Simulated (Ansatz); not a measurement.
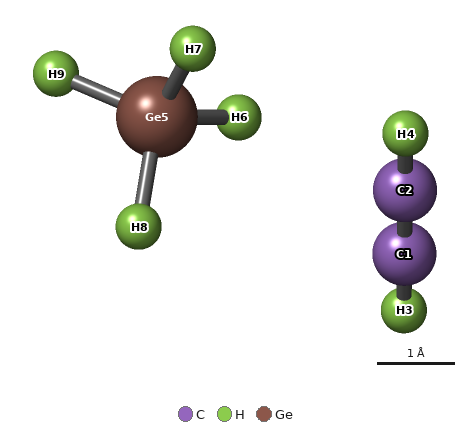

**Figure 1.** The structure as given in the input (ball-and-stick view, seen at a tilt; atoms are numbered from 1 in the order of the input). Sticks mark near contacts.

**C₂H₆Ge: a changed input and its effect**

System: C₂H₆Ge, SMILES C#C.[GeH4].
Method of run A: RHF-CCSD(T), frozen core/def2-TZVPPD (Ansatz 0.2.0).

The geometry comes from this level: PBE0-D4/def2-TZVP. Text and figures count atoms from 1; the logs count them from 0 in places.

The input, run A:
```yaml
crystal:
  periodic: [false, false, false]
  atoms:
    - {symbol: C, position_ang: [0.086652, -0.900370, -1.971382]}
    - {symbol: C, position_ang: [0.070124, 0.279131, -2.175403]}
    - {symbol: H, position_ang: [0.100936, -1.949613, -1.790596]}
    - {symbol: H, position_ang: [0.055576, 1.328594, -2.354765]}
    - {symbol: Ge, position_ang: [-0.062243, 0.246842, 1.653515]}
    - {symbol: H, position_ang: [-1.233307, -0.649860, 1.233589]}
    - {symbol: H, position_ang: [-0.162222, 1.598305, 0.934522]}
    - {symbol: H, position_ang: [1.266482, -0.431316, 1.298536]}
    - {symbol: H, position_ang: [-0.122200, 0.478389, 3.171883]}
basis:
  gaussian: {orbitals: "def2-TZVPPD.json"}
correlation: {method: ccsd_t}
```

Command:
```bash
ansatz run in.yaml --threads 4 --pin off --events-out ev --progress --plain --max-ram 9574MiB
```

Hardware: 4 threads of Arm Neoverse V2, 23 GiB of memory available, shared host.

Output (run A):
```
Functional definition: HF
  exchange = exact_x
  correlation = 0
1318 factors; integrals over basis functions are off by at most 1.4e-3 eV
mean field evaluation 1: about -58625.6485 eV, gradient 2.6e1 eV
mean field evaluation 2: about -58625.7711 eV, gradient 2.6e1 eV
mean field evaluation 4: about -58627.7608 eV, gradient 2.6e0 eV
mean field evaluation 8: about -58627.7826 eV, gradient 4.9e-5 eV
mean field evaluation 16: about -58627.6482 eV, gradient 2.6e0 eV
mean field -58627.78256703 eV, -2154.5312700002 hartree, gradient 1.3e-6 eV, S^2 0.000000; 0 other end points of the search recorded, 0 dependent functions left out
11 core orbitals not correlated: weight in the atoms' cores, before any rotation towards them, 1.000 or more for the frozen orbitals, at most 0.000 for the correlated occupied ones
reference -58627.78256703 eV, -2154.5312700002 hartree; 14, 14 occupied and 205, 205 virtual orbitals, 1318 factors
second order -16.13779455 eV of doubles, -0.00000000 eV of singles
cycle   1  -16.31617883 eV  change   -1.8e-1 eV  update   1.0e-1
cycle   2  -16.90633492 eV  change   -5.9e-1 eV  update   3.2e-2
cycle   3  -16.99340664 eV  change   -8.7e-2 eV  update   1.4e-2
cycle   4  -16.99449654 eV  change   -1.1e-3 eV  update   3.9e-3
cycle   5  -16.99614297 eV  change   -1.6e-3 eV  update   1.2e-3
cycle   6  -16.99653789 eV  change   -3.9e-4 eV  update   3.2e-4
cycle   7  -16.99666176 eV  change   -1.2e-4 eV  update   8.3e-5
cycle   8  -16.99673426 eV  change   -7.3e-5 eV  update   2.9e-5
cycle   9  -16.99675007 eV  change   -1.6e-5 eV  update   9.6e-6
perturbative correction -0.68691868 eV, -0.0252437959 hartree
Total energy: -58645.46623578 eV, -2155.1811328403 hartree
```

For run B the input was changed thus:
```diff
-    - {symbol: Ge, position_ang: [-0.062243, 0.246842, 1.653515]}
-    - {symbol: H, position_ang: [-1.233307, -0.649860, 1.233589]}
-    - {symbol: H, position_ang: [-0.162222, 1.598305, 0.934522]}
-    - {symbol: H, position_ang: [1.266482, -0.431316, 1.298536]}
-    - {symbol: H, position_ang: [-0.122200, 0.478389, 3.171883]}
+    - {symbol: Ge, position_ang: [-0.097772, 0.387686, 2.593614]}
+    - {symbol: H, position_ang: [-1.268835, -0.509017, 2.173687]}
+    - {symbol: H, position_ang: [-0.197750, 1.739149, 1.874621]}
+    - {symbol: H, position_ang: [1.230954, -0.290473, 2.238635]}
+    - {symbol: H, position_ang: [-0.157729, 0.619232, 4.111982]}
```

How does run B compare with run A?

With the same method and basis, run B lies 0.7 kcal/mol higher.

Output (run B):
```
Functional definition: HF
  exchange = exact_x
  correlation = 0
1320 factors; integrals over basis functions are off by at most 1.5e-3 eV
mean field evaluation 1: about -58625.6824 eV, gradient 2.6e1 eV
mean field evaluation 2: about -58625.8093 eV, gradient 2.6e1 eV
mean field evaluation 4: about -58627.7855 eV, gradient 2.6e0 eV
mean field evaluation 8: about -58627.8070 eV, gradient 4.7e-5 eV
mean field evaluation 16: about -58627.6704 eV, gradient 2.5e0 eV
mean field -58627.80698216 eV, -2154.5321672393 hartree, gradient 1.4e-6 eV, S^2 0.000000; 0 other end points of the search recorded, 0 dependent functions left out
11 core orbitals not correlated: weight in the atoms' cores, before any rotation towards them, 1.000 or more for the frozen orbitals, at most 0.000 for the correlated occupied ones
reference -58627.80698216 eV, -2154.5321672393 hartree; 14, 14 occupied and 205, 205 virtual orbitals, 1320 factors
second order -16.07662374 eV of doubles, -0.00000000 eV of singles
cycle   1  -16.26617061 eV  change   -1.9e-1 eV  update   1.0e-1
cycle   2  -16.85798831 eV  change   -5.9e-1 eV  update   3.2e-2
cycle   3  -16.94525846 eV  change   -8.7e-2 eV  update   1.4e-2
cycle   4  -16.94649199 eV  change   -1.2e-3 eV  update   3.9e-3
cycle   5  -16.94807677 eV  change   -1.6e-3 eV  update   1.2e-3
cycle   6  -16.94849533 eV  change   -4.2e-4 eV  update   3.2e-4
cycle   7  -16.94861607 eV  change   -1.2e-4 eV  update   8.1e-5
cycle   8  -16.94869055 eV  change   -7.4e-5 eV  update   2.7e-5
cycle   9  -16.94870245 eV  change   -1.2e-5 eV  update   8.8e-6
perturbative correction -0.67944605 eV, -0.0249691817 hartree
Total energy: -58645.43513065 eV, -2155.1799897479 hartree
```

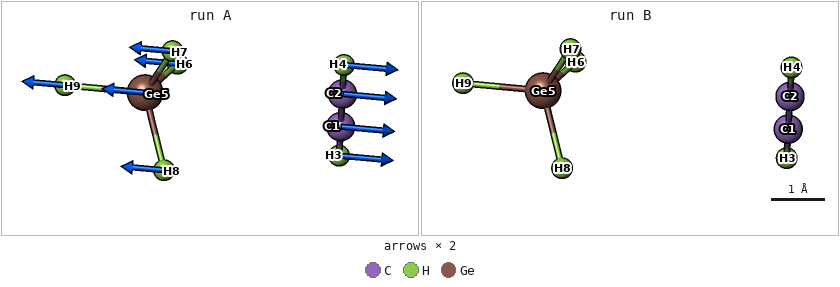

**Figure 2.** The two input geometries at one scale (ball-and-stick view, seen at a tilt). The blue arrows on the first give the shifts of the atoms after the best rigid fit, magnified 2 times. The largest moves after the best rigid fit, 0.53 Å, are those of C1, C2, H3 and H4. Largest moves by element: H 0.53 Å, C 0.53 Å, Ge 0.42 Å.

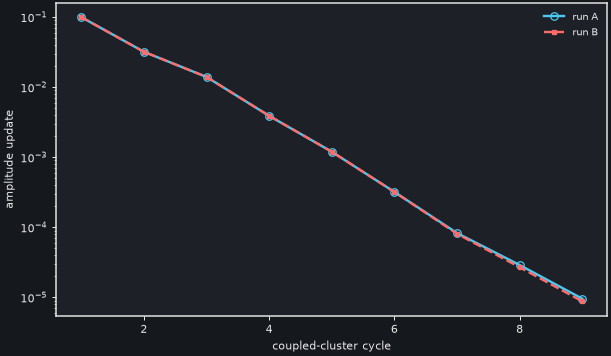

**Figure 3.** Convergence of the two runs: amplitude update against the coupled-cluster cycle. Run A takes 9 cycles in all, and run B takes 9.

The two runs side by side:

```csv
quantity,run A,run B
outcome,converged,converged
total energy (hartree),−2155.181133,−2155.179990
wall time (shared host),70 s,73 s
```
